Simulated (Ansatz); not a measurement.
## HfO2 under a change: O → F

Start from HfO2 in the fluorite structure (space group Fm-3m, No. 225; a = 5.058 Å).

Modification: every O is replaced by F, then cell and atoms are relaxed.

Level of theory: DFT with r2SCAN, PAW potentials and a 500 eV plane-wave cutoff in Ansatz (an electronic-structure program), no spin-orbit coupling. Γ-centred 15×15×15 mesh, Fermi–Dirac width 0.05 eV, for the changed cell.

The density decreases by 1.26 g/cm³ (10.80 g/cm³ → 9.54 g/cm³) and the lattice parameter a goes up by 0.264 Å (5.058 Å → 5.322 Å). The space group remains Fm-3m (No. 225) and the shortest interatomic distance grows by 0.1141 Å to 2.305 Å. The band gap becomes zero (base: 4.30 eV).

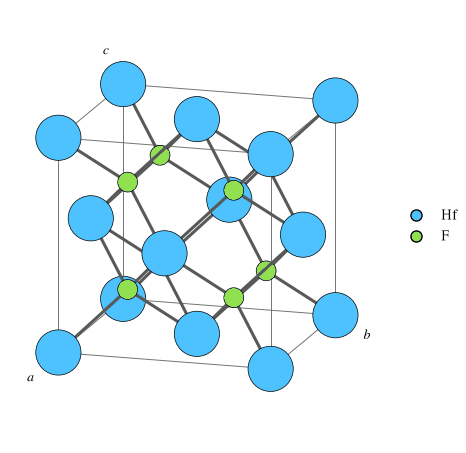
*The relaxed conventional cell after the change*

With Hf present, leaving out spin-orbit coupling can change the band edges. No phonon test of stability was made. As relaxed here, HfF2 is a hypothetical phase, not in the database extracts checked. All final runs are without spin polarisation. HfF2 has a high density of states at the Fermi level and may be magnetic at this level. This is not the structure that HfO2 has at room temperature and ambient pressure.
